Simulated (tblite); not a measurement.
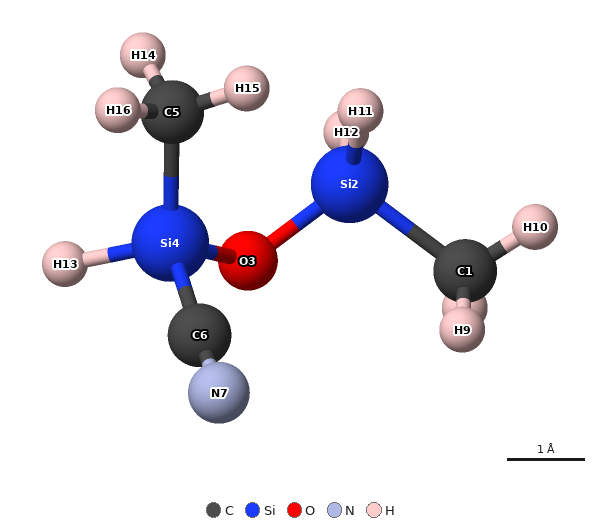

*The starting structure (ball-and-stick view, seen at a tilt; atoms are numbered from 1 in the order of the input).*

# C3H9NOSi2: geometry relaxation (part 1 of 2)

C3H9NOSi2, computed with GFN2-xTB geometry optimisation, gas phase (tblite 0.8.0).

It belongs to a series of runs on one base structure; here: H on Si replaced by CN.

**Input file**
```
{"job": {"kind": "relax", "xc": "GFN2-xTB", "basis": "xTB"}, "charge": 0, "multiplicity": 1}
C      2.680600    -0.428900     0.590800
Si     1.241600     0.660100     0.011100
O      0.249400    -0.322900    -0.904900
Si    -1.366000    -0.446100    -0.407600
C     -2.005300     1.016300     0.544100
C     -1.609500    -1.962400     0.564700
N     -1.761900    -2.912400     1.196000
H      3.309800    -0.630700    -0.294200
H      2.304800    -1.385300     1.031200
H      3.286200     0.096600     1.324100
H      0.596100     1.293200     1.158200
H      1.833100     1.662100    -0.869800
H     -2.204000    -0.587900    -1.608700
H     -2.010600     1.935500    -0.097500
H     -1.474000     1.206300     1.477000
H     -3.077800     0.815400     0.809000
```

The first line tells a small driver script what to run in tblite; the rest is the geometry in Å.

Machine: 1 CPU thread, shared host.

Launch command:
```bash
OMP_NUM_THREADS=1 python <driver script> task.json out
```

**The program's output**
```
step      E/eV     max force
  0    -584.56548    2.326
  1    -584.69091    4.470
  2    -584.69997    2.967
  3    -584.83275    0.732
  4    -584.86586    0.641
  5    -584.92987    1.096
  6    -584.96533    0.785
  7    -584.99585    0.473
  8    -585.01743    0.402
  9    -585.03851    0.511
 10    -585.05702    0.426
 11    -585.07416    0.341
 12    -585.08895    0.325
 13    -585.10094    0.345
 14    -585.10949    0.251
 15    -585.11541    0.207
 16    -585.12046    0.194
 17    -585.12598    0.232
 18    -585.13221    0.271
 19    -585.13847    0.217
 20    -585.14403    0.221
 21    -585.14875    0.172
 22    -585.15313    0.218
 23    -585.15770    0.211
 24    -585.16180    0.148
 25    -585.16532    0.162
 26    -585.16922    0.199
 27    -585.17432    0.238
 28    -585.18077    0.272
 29    -585.18771    0.213
 30    -585.19368    0.165
 31    -585.19745    0.130
 32    -585.20001    0.140
 33    -585.20293    0.146
 34    -585.20602    0.145
 35    -585.20851    0.121
 36    -585.21000    0.080
 37    -585.21089    0.085
 38    -585.21178    0.078
 39    -585.21280    0.096
 40    -585.21388    0.102
 41    -585.21508    0.086
 42    -585.21649    0.080
 43    -585.21783    0.081
 44    -585.21858    0.067
 45    -585.21913    0.063
 46    -585.21965    0.060
 47    -585.22023    0.059
 48    -585.22069    0.045
 49    -585.22101    0.047
 50    -585.22127    0.052
 51    -585.22160    0.049
 52    -585.22201    0.055
 53    -585.22235    0.049
 54    -585.22259    0.054
 55    -585.22279    0.052
 56    -585.22305    0.048
 57    -585.22338    0.046
 58    -585.22368    0.042
 59    -585.22390    0.034
 60    -585.22413    0.039
 61    -585.22447    0.063
 62    -585.22503    0.084
 63    -585.22594    0.093
 64    -585.22721    0.089
 65    -585.22860    0.087
 66    -585.22967    0.062
 67    -585.23018    0.052
 68    -585.23046    0.048
 69    -585.23072    0.062
 70    -585.23116    0.052
 71    -585.23217    0.039
 72    -585.23267    0.045
 73    -585.23306    0.043
 74    -585.23336    0.068
 75    -585.23384    0.063
 76    -585.23448    0.086
 77    -585.23535    0.091
 78    -585.23639    0.088
 79    -585.23722    0.099
 80    -585.23811    0.075
 81    -585.23889    0.071
 82    -585.23990    0.106
 83    -585.24046    0.098
 84    -585.24091    0.042
 85    -585.24112    0.040
 86    -585.24137    0.074
 87    -585.24168    0.095
 88    -585.24206    0.086
 89    -585.24235    0.047
 90    -585.24248    0.022
 91    -585.24255    0.026
 92    -585.24266    0.036
 93    -585.24282    0.039
 94    -585.24303    0.035
 95    -585.24327    0.035
 96    -585.24346    0.040
 97    -585.24361    0.040
 98    -585.24378    0.034
 99    -585.24404    0.029
100    -585.24420    0.028
101    -585.24430    0.021
102    -585.24439    0.024
103    -585.24450    0.029
104    -585.24464    0.025
105    -585.24483    0.039
106    -585.24500    0.049
107    -585.24528    0.060
108    -585.24550    0.037
109    -585.24572    0.042
110    -585.24506    0.074
111    -585.24584    0.058
112    -585.24589    0.041
113    -585.24600    0.025
114    -585.24615    0.032
115    -585.24629    0.037
116    -585.24642    0.025
117    -585.24648    0.015
118    -585.24654    0.017
119    -585.24661    0.025
120    -585.24670    0.022
121    -585.24679    0.020
122    -585.24686    0.017
123    -585.24691    0.025
124    -585.24694    0.019
125    -585.24698    0.022
126    -585.24704    0.023
127    -585.24713    0.037
128    -585.24719    0.032
129    -585.24725    0.017
130    -585.24729    0.019
131    -585.24735    0.035
132    -585.24743    0.041
133    -585.24751    0.039
134    -585.24760    0.020
135    -585.24767    0.018
136    -585.24773    0.026
137    -585.24778    0.018
138    -585.24782    0.016
139    -585.24786    0.018
140    -585.24793    0.020
141    -585.24802    0.026
142    -585.24814    0.024
143    -585.24827    0.035
144    -585.24844    0.047
145    -585.24866    0.047
146    -585.24890    0.041
147    -585.24908    0.041
148    -585.24922    0.027
149    -585.24935    0.031
150    -585.24950    0.040
151    -585.24968    0.040
152    -585.24983    0.024
153    -585.24993    0.020
154    -585.25000    0.026
155    -585.25010    0.031
156    -585.25020    0.032
157    -585.25030    0.020
158    -585.25038    0.020
159    -585.25045    0.020
160    -585.25053    0.020
161    -585.25064    0.019
162    -585.25074    0.025
163    -585.25081    0.036
164    -585.25085    0.020
165    -585.25089    0.016
166    -585.25094    0.014
167    -585.25098    0.021
168    -585.25101    0.015
169    -585.25105    0.022
170    -585.25109    0.017
171    -585.25114    0.024
172    -585.25119    0.020
173    -585.25124    0.024
174    -585.25128    0.014
175    -585.25131    0.011
176    -585.25132    0.010
177    -585.25134    0.012
178    -585.25135    0.009
```

**Trajectory as extended XYZ (Å, eV, eV/Å), 14 of the 179 frames kept, from step=0 to step=178**
```
16
Properties=species:S:1:pos:R:3:forces:R:3 step=0 energy=-584.56548
C     2.6806   -0.4289    0.5908   -0.2990  -0.5510  -0.1580
Si    1.2416    0.6601    0.0111    0.8290  -0.5030  -0.3980
O     0.2494   -0.3229   -0.9049   -1.3660   0.7540   1.4080
Si   -1.3660   -0.4461   -0.4076    1.0060   0.4300  -2.0530
C    -2.0053    1.0163    0.5441   -1.3690   0.8590   0.1740
C    -1.6095   -1.9624    0.5647   -0.0170  -1.5890   1.1520
N    -1.7619   -2.9124    1.1960    0.0430   0.5220  -0.3720
H     3.3098   -0.6307   -0.2942   -0.2490  -0.1880   0.6400
H     2.3048   -1.3853    1.0312    0.5590   0.7500  -0.4120
H     3.2862    0.0966    1.3241   -0.0380  -0.1790  -0.0540
H     0.5961    1.2932    1.1582    0.0670   0.0080  -0.0490
H     1.8331    1.6621   -0.8698   -0.3040   0.0960  -0.1730
H    -2.2040   -0.5879   -1.6087    0.3110  -0.0620  -0.0490
H    -2.0106    1.9355   -0.0975    0.1320  -0.7580   0.7250
H    -1.4740    1.2063    1.4770   -0.2090   0.1210  -0.2250
H    -3.0778    0.8154    0.8090    0.9040   0.2900  -0.1590
16
Properties=species:S:1:pos:R:3:forces:R:3 step=14 energy=-585.10949
C     2.7344   -0.4667    0.5643    0.0300  -0.0470   0.0280
Si    1.3501    0.7007    0.0093   -0.0070   0.0070  -0.0620
O     0.1203   -0.1331   -0.6932   -0.0400  -0.0060   0.1940
Si   -1.4649   -0.4256   -0.4528    0.1270  -0.1430  -0.0930
C    -2.1598    1.0164    0.5500   -0.0710   0.0310  -0.0050
C    -1.6210   -1.9992    0.5639    0.0360   0.2400  -0.0630
N    -1.7251   -2.9332    1.2168   -0.0080  -0.1330   0.0430
H     3.4118   -0.7691   -0.2271   -0.1010   0.0170  -0.1700
H     2.3424   -1.3725    1.0158   -0.0930  -0.0640  -0.0070
H     3.3472    0.0179    1.3147    0.0350   0.1210   0.0880
H     0.7872    1.3761    1.1887    0.1280   0.0150  -0.0340
H     1.7207    1.6788   -1.0167    0.0340  -0.0820   0.0280
H    -2.0310   -0.6644   -1.7746    0.0260   0.0050  -0.0210
H    -2.0627    1.9266   -0.0370   -0.0280   0.0420   0.0720
H    -1.5600    1.1344    1.4483   -0.0660   0.0860   0.0650
H    -3.1972    0.9218    0.8531   -0.0030  -0.0890  -0.0640
16
Properties=species:S:1:pos:R:3:forces:R:3 step=27 energy=-585.17432
C     2.7513   -0.4963    0.5437    0.0980  -0.0270   0.0270
Si    1.4197    0.7536    0.0391    0.1930  -0.0770   0.1140
O     0.1286   -0.1023   -0.4641    0.0730   0.0260  -0.0980
Si   -1.4588   -0.3972   -0.4309   -0.0750   0.1620   0.1580
C    -2.2765    1.0132    0.5429   -0.0380   0.0060   0.0440
C    -1.6348   -1.9672    0.5744    0.0020  -0.1190   0.0330
N    -1.6987   -2.9358    1.1830   -0.0360   0.0370  -0.0090
H     3.3526   -0.8230   -0.3006   -0.0320   0.0130  -0.0190
H     2.3288   -1.3887    1.0010   -0.0610   0.0570  -0.0300
H     3.4298   -0.0535    1.2679    0.0260   0.0060  -0.0310
H     1.0442    1.5519    1.2152   -0.0320   0.0200  -0.1090
H     1.7644    1.5798   -1.1192    0.0130   0.0090   0.0510
H    -1.8661   -0.6648   -1.8049   -0.0380   0.0410  -0.0040
H    -2.1978    1.9678    0.0266   -0.0090  -0.0910  -0.0830
H    -1.7682    1.1383    1.4993   -0.0510  -0.0530  -0.0240
H    -3.3263    0.8331    0.7501   -0.0340  -0.0100  -0.0200
16
Properties=species:S:1:pos:R:3:forces:R:3 step=41 energy=-585.21508
C     2.8148   -0.5449    0.5130    0.0070   0.0230   0.0000
Si    1.5592    0.8001    0.0629   -0.0300  -0.0010  -0.0230
O     0.1608    0.0199   -0.2603    0.0130   0.0730  -0.0100
Si   -1.4131   -0.3366   -0.3227    0.0540   0.0010  -0.0670
C    -2.4531    0.9781    0.5509   -0.0080   0.0270   0.0010
C    -1.6110   -1.9560    0.5976   -0.0080  -0.0410   0.0190
N    -1.7437   -2.9495    1.1519    0.0050   0.0000   0.0060
H     3.3040   -0.9230   -0.3811   -0.0130  -0.0660   0.0250
H     2.3311   -1.3820    1.0110    0.0190   0.0080  -0.0270
H     3.5942   -0.1745    1.1710    0.0040   0.0480   0.0050
H     1.2767    1.7482    1.1465    0.0340  -0.0550  -0.0060
H     1.9047    1.5083   -1.1751   -0.0270  -0.0270   0.0490
H    -1.7375   -0.5558   -1.7310   -0.0120  -0.0150   0.0050
H    -2.3784    1.9250    0.0258   -0.0020   0.0660  -0.0160
H    -2.1141    1.1426    1.5696    0.0190  -0.0020   0.0480
H    -3.5024    0.7089    0.5936   -0.0560  -0.0390  -0.0080
16
Properties=species:S:1:pos:R:3:forces:R:3 step=55 energy=-585.22279
C     2.8346   -0.5650    0.5001   -0.0020   0.0130   0.0040
Si    1.6004    0.8026    0.0589    0.0060   0.0160  -0.0120
O     0.1465    0.1179   -0.2196    0.0050  -0.0150  -0.0020
Si   -1.4081   -0.3040   -0.3094   -0.0120  -0.0090   0.0170
C    -2.5162    0.9715    0.5468   -0.0340   0.0020   0.0080
C    -1.5934   -1.9345    0.6024    0.0010   0.0120  -0.0040
N    -1.7373   -2.9350    1.1413    0.0220   0.0170   0.0040
H     3.2921   -0.9981   -0.3856   -0.0440  -0.0270   0.0070
H     2.3504   -1.3674    1.0512    0.0200  -0.0060  -0.0100
H     3.6393   -0.1765    1.1172    0.0050   0.0020   0.0020
H     1.4112    1.7477    1.1622   -0.0100  -0.0030   0.0040
H     1.9264    1.4859   -1.1943    0.0100   0.0040   0.0110
H    -1.7092   -0.5552   -1.7179    0.0050   0.0130  -0.0040
H    -2.4557    1.9352    0.0478    0.0070  -0.0050  -0.0030
H    -2.2314    1.1235    1.5857    0.0180  -0.0160  -0.0160
H    -3.5572    0.6603    0.5366    0.0010   0.0000  -0.0070
16
Properties=species:S:1:pos:R:3:forces:R:3 step=68 energy=-585.23046
C     2.8232   -0.5955    0.4992   -0.0170   0.0220  -0.0030
Si    1.6098    0.7963    0.0786   -0.0010   0.0430   0.0190
O     0.1420    0.1684   -0.2561    0.0080   0.0060  -0.0110
Si   -1.4088   -0.2718   -0.3387    0.0070   0.0220  -0.0120
C    -2.5601    0.9583    0.5272    0.0230  -0.0140   0.0120
C    -1.5329   -1.8861    0.6092   -0.0070  -0.0160  -0.0240
N    -1.6149   -2.8666    1.1957    0.0040  -0.0020  -0.0030
H     3.1483   -1.1285   -0.3894   -0.0260  -0.0310  -0.0260
H     2.3862   -1.3234    1.1769   -0.0280  -0.0100   0.0110
H     3.7119   -0.1938    0.9756    0.0190   0.0130   0.0090
H     1.4121    1.7107    1.2067    0.0050  -0.0120   0.0030
H     1.9845    1.5107   -1.1426    0.0000   0.0040  -0.0070
H    -1.7109   -0.5011   -1.7502    0.0150  -0.0390   0.0100
H    -2.5147    1.9444    0.0717    0.0220  -0.0340  -0.0020
H    -2.2915    1.0658    1.5756   -0.0260   0.0340   0.0140
H    -3.5920    0.6211    0.4842    0.0020   0.0130   0.0090
16
Properties=species:S:1:pos:R:3:forces:R:3 step=82 energy=-585.23990
C     2.7637   -0.6075    0.4981   -0.0090  -0.0020  -0.0260
Si    1.5950    0.8280    0.1028    0.0080  -0.0220  -0.0490
O     0.1461    0.2317   -0.3581   -0.0190   0.0070   0.0470
Si   -1.3888   -0.2732   -0.3606    0.0350   0.0040   0.0300
C    -2.5385    0.9489    0.5187   -0.0420   0.0230   0.0130
C    -1.4553   -1.8772    0.6122    0.0190   0.0850  -0.0610
N    -1.4993   -2.8515    1.2115   -0.0010  -0.0800   0.0450
H     2.9249   -1.2438   -0.3689   -0.0210   0.0020   0.0140
H     2.3660   -1.2326    1.2932    0.0040  -0.0210   0.0040
H     3.7343   -0.2406    0.8182   -0.0070   0.0020   0.0080
H     1.3625    1.6632    1.2828   -0.0050   0.0250  -0.0070
H     2.0218    1.5939   -1.0697   -0.0010   0.0140   0.0320
H    -1.7033   -0.5497   -1.7585   -0.0190  -0.0210  -0.0200
H    -2.4780    1.9336    0.0619    0.0060  -0.0070   0.0090
H    -2.2824    1.0582    1.5710    0.0110  -0.0010  -0.0300
H    -3.5762    0.6275    0.4688    0.0430  -0.0070  -0.0080
```
